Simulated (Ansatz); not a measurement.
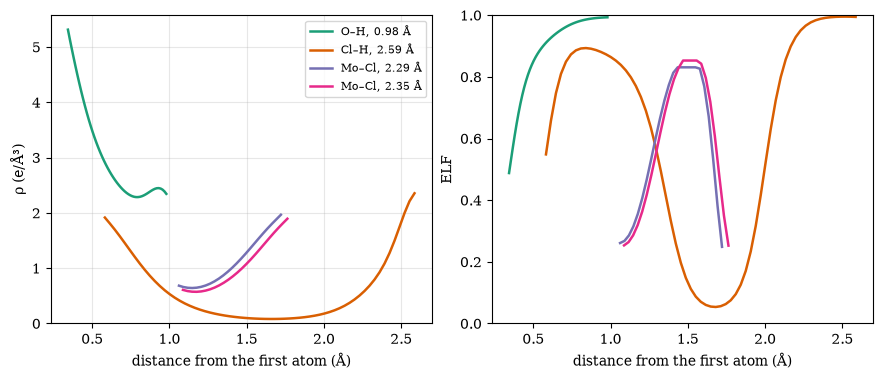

The picture shows: Cl$_{6}$Mo···H$_{2}$O. Electron density and ELF along straight lines between neighbouring atoms. The curves leave out the atomic cores.

Core potentials replace the inner electrons of Mo.

Method: Ansatz 0.2.0, RKS PBE/def2-SVP.

The calculation's input:

```
crystal:
  periodic: [false, false, false]
  atoms:
    - { symbol: Mo, position_ang: [-0.100464, -0.085924, -0.086366] }
    - { symbol: Cl, position_ang: [-0.134001, -0.206768, 2.225509] }
    - { symbol: Cl, position_ang: [2.193583, -0.420036, -0.3399] }
    - { symbol: Cl, position_ang: [-0.348494, 2.171188, -0.366357] }
    - { symbol: Cl, position_ang: [-2.447069, -0.176809, -0.025615] }
    - { symbol: Cl, position_ang: [-0.257271, -2.436809, -0.082103] }
    - { symbol: Cl, position_ang: [-0.226293, -0.250076, -2.422638] }
    - { symbol: O, position_ang: [1.783969, 1.82588, 1.419169] }
    - { symbol: H, position_ang: [2.635879, 1.342894, 1.436686] }
    - { symbol: H, position_ang: [1.477861, 1.79116, 2.360415] }
basis:
  gaussian: { orbitals: def2-SVP }
hamiltonian:
  xc: pbe
relax:
  f_tol: 0.03
  max_steps: 50
output:
  orbitals: {}
```

Launched as:

```sh
ansatz run input.yaml --threads 4 --pin off --max-ram 5120MiB --backend cpu --events-out ev --progress --plain --runs-dir out
```

The fields are those of the run's last geometry, not of the input's.

> Compare the contacts.

O–H (0.98 Å): ρ at the midpoint is about 3.6 e/Å³; the ELF climbs to about 1 towards the hydrogen, as it does in any bond to H: a covalent bond by its length.
Cl3···H9 (2.59 Å): the density falls to about 0.08 e/Å³ on the way; the ELF dips to about 0.05 between them (by its geometry a hydrogen bond between the two molecules, with no shared pair).
Mo–Cl (2.29 Å): ρ at the midpoint is about 0.64 e/Å³; the ELF peaks at about 0.85 in the valence shell of Cl, 0.9 Å from its nucleus, and is about 0.30 at the midpoint.
Mo–Cl (2.35 Å): ρ at the midpoint is about 0.57 e/Å³; the ELF peaks at about 0.85 in the valence shell of Cl, 0.9 Å from its nucleus, and is about 0.30 at the midpoint.
